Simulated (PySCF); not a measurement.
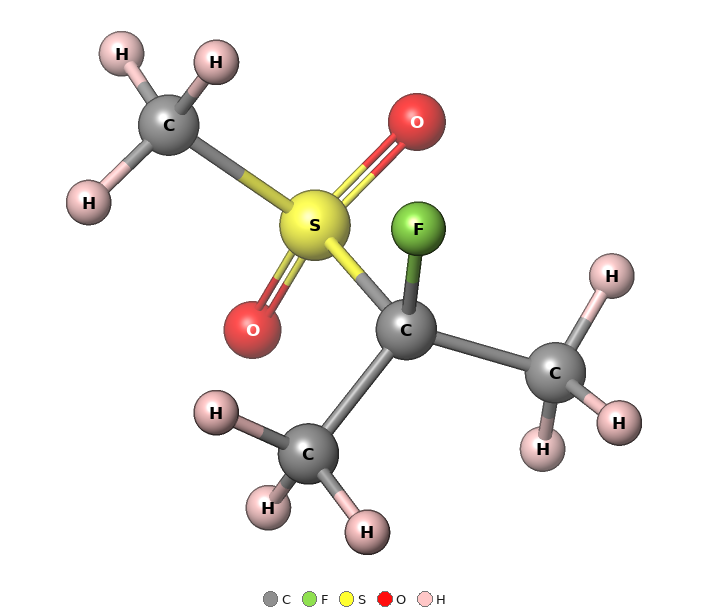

Orthographic view. Depth is shown by fading: the farther an atom, the more it takes the colour of the background. The geometry was computed by an optimisation with GFN2-xTB. No frequency run is at hand to confirm it as a minimum.

### Give the standard InChI.

InChI=1S/C4H9FO2S/c1-4(2,5)8(3,6)7/h1-3H3
